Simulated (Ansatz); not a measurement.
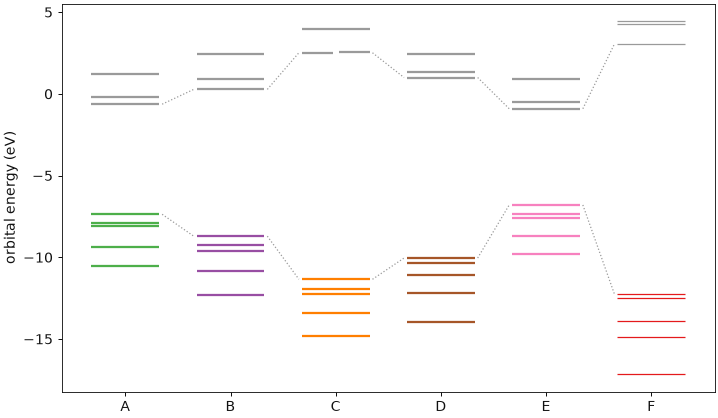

Frontier orbital energies of C₂H₄FNO, SMILES N(=C(\F)CO)/[H] at one geometry, def2-TZVPP, the Ansatz code, at a PBE0-D4/def2-TZVP geometry (a minimum by its frequencies). Empty levels are grey, levels within 0.1 eV stand side by side; all columns show the same few orbitals around the gap. Dotted lines join the HOMOs and the LUMOs.

**The columns come from B97M-V, BHLYP, BLYP, HF, LC-wPBE and r2SCAN0. Which is which?**

A: B97M-V (HOMO −7.37, LUMO −0.63, separation 6.74 eV)
B: r2SCAN0 (HOMO −8.71, LUMO 0.28, separation 8.98 eV)
C: LC-wPBE (HOMO −11.35, LUMO 2.52, separation 13.86 eV)
D: BHLYP (HOMO −10.04, LUMO 1.00, separation 11.05 eV)
E: BLYP (HOMO −6.80, LUMO −0.91, separation 5.89 eV)
F: HF (HOMO −12.24, LUMO 3.05, separation 15.29 eV)

Caveats, for all or some of the runs: empty levels above zero depend strongly on the basis; one conformer of a flexible molecule.
